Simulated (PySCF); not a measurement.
Vertical excitations of a molecule CH₁₁NOSi₃ from TDA-PBE/def2-SVPD in PySCF 2.14.0, as energy in eV (oscillator strength): 4.67 (0.004), 5.22 (0.000), 5.62 (0.007), 5.75 (0.012), 5.97 (0.018), 6.13 (0.116). Lowest triplet (TDA): 4.37 eV. Geometry: PBE0-D3(BJ)/def2-SVP. Other conformers were not sampled.

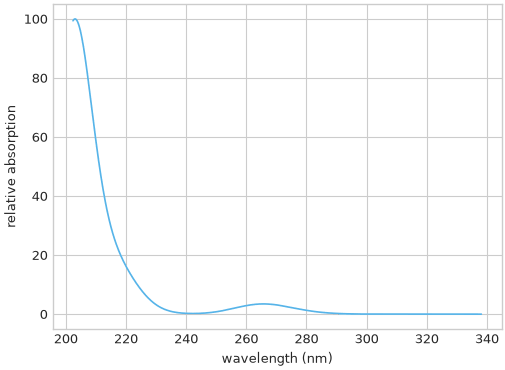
Figure: The lines broadened by 0.4 eV.

Question: Identify the compound among the candidates.
A) NC[SiH2][SiH2][SiH2]O
B) N[C@H]([SiH3])[SiH2][SiH2]O
C) CO[SiH2][SiH2]N[SiH3]
D) N[C@H]([SiH3])[Si@@H](O)[SiH3]

Answer: C, CO[SiH2][SiH2]N[SiH3]
